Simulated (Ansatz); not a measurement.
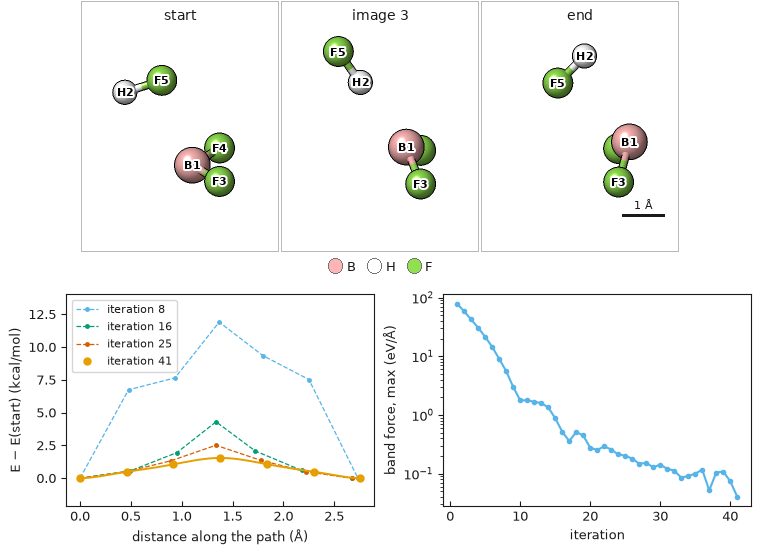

A search for the minimum-energy path of BHF$_{3}$ (multiplicity 2), made up at the start of BF2 and HF by the nudged elastic band. Images are numbered from 0 (start) to 6 (end). The plot follows the band through its iterations. Style: ball-and-stick. Shown from a free direction.

Level of theory: UKS PBE0/6-31G* (Ansatz).

Input file:
```yaml
crystal:
  periodic: [false, false, false]
  atoms:
    - { symbol: B, position_ang: [-9.0e-06, -0.297758, -0.22553] }
    - { symbol: H, position_ang: [2.8e-05, -0.539714, 2.225378] }
    - { symbol: F, position_ang: [1.143829, 0.239891, -0.591162] }
    - { symbol: F, position_ang: [-1.143831, 0.239908, -0.591188] }
    - { symbol: F, position_ang: [-1.7e-05, 0.357673, 1.962502] }
magnetization:
  spin_polarized: true
  initial_magnetization: 1
basis:
  gaussian: { orbitals: "6-31G*" }
hamiltonian:
  xc: pbe0
neb:
  order_check: false
  images: 5
  f_tol: 0.05
  max_iterations: 60
  max_displacement: 0.02
  optimiser: fire
  final_atoms:
    - { symbol: B, position_ang: [0.00058167, 0.4378284, -0.14629911] }
    - { symbol: H, position_ang: [-0.00484178, 0.21724819, 2.28199671] }
    - { symbol: F, position_ang: [1.14481391, -0.01540553, -0.6133068] }
    - { symbol: F, position_ang: [-1.14404652, -0.01876367, -0.60936381] }
    - { symbol: F, position_ang: [0.00349272, -0.62090738, 1.86697301] }
  initial_path:
    images:
      - { positions_ang: [[-9.0e-06, -0.297758, -0.22553], [2.8e-05, -0.539714, 2.225378], [1.143829, 0.239891, -0.591162], [-1.143831, 0.239908, -0.591188], [-1.7e-05, 0.357673, 1.962502]] }
      - { positions_ang: [[-5.39e-06, -0.19505923, -0.15032129], [1.77e-05, -0.36528838, 1.96353439], [1.14358733, 0.16746135, -0.61403673], [-1.14358601, 0.16747823, -0.61405645], [-1.363e-05, 0.22540803, 2.19488008]] }
      - { positions_ang: [[-1.79e-06, -0.09236047, -0.07511258], [7.4e-06, -0.19086277, 1.70169078], [1.14334566, 0.09503171, -0.63691145], [-1.14334101, 0.09504847, -0.63692491], [-1.026e-05, 0.09314306, 2.42725817]] }
      - { positions_ang: [[1.82e-06, 0.0103383, 9.612e-05], [-2.9e-06, -0.01643715, 1.43984717], [1.14310398, 0.02260206, -0.65978618], [-1.14309602, 0.0226187, -0.65979336], [-6.89e-06, -0.03912191, 2.65963625]] }
      - { positions_ang: [[0.0001951, 0.152835, -0.04870229], [-0.00161586, 0.06145796, 1.72056368], [1.14367396, 0.00993286, -0.64429306], [-1.14341285, 0.00882458, -0.64298351], [0.00115965, -0.2330504, 2.39541517]] }
      - { positions_ang: [[0.00038839, 0.2953317, -0.0975007], [-0.00322882, 0.13935308, 2.0012802], [1.14424394, -0.00273633, -0.62879993], [-1.14372969, -0.00496955, -0.62617366], [0.00232619, -0.42697889, 2.13119409]] }
      - { positions_ang: [[0.00058167, 0.4378284, -0.14629911], [-0.00484178, 0.21724819, 2.28199671], [1.14481391, -0.01540553, -0.6133068], [-1.14404652, -0.01876367, -0.60936381], [0.00349272, -0.62090738, 1.86697301]] }
```

Run as
```bash
ansatz run input.yaml --threads 1 --pin off --max-ram 2048MiB --backend cpu --events-out ev --progress --plain --runs-dir out
```

**Judge this run.**

The run is converged, with reservations. The band converged in 41 iterations. The largest component of the band force went from 79 to 0.041 eV/Å. The climbing image converged on the top of the path. Its curvatures weren't checked. The step length is far from the usual. The first iteration put the highest image at 226.47 kcal/mol. The two ends have the same energy, and the highest point, image 3, lies 1.55 kcal/mol above the start.

Limits of the set-up: the start holds two separate molecules, 2.3 Å apart at their closest, whose relative position is a soft coordinate and is computed without a dispersion correction.
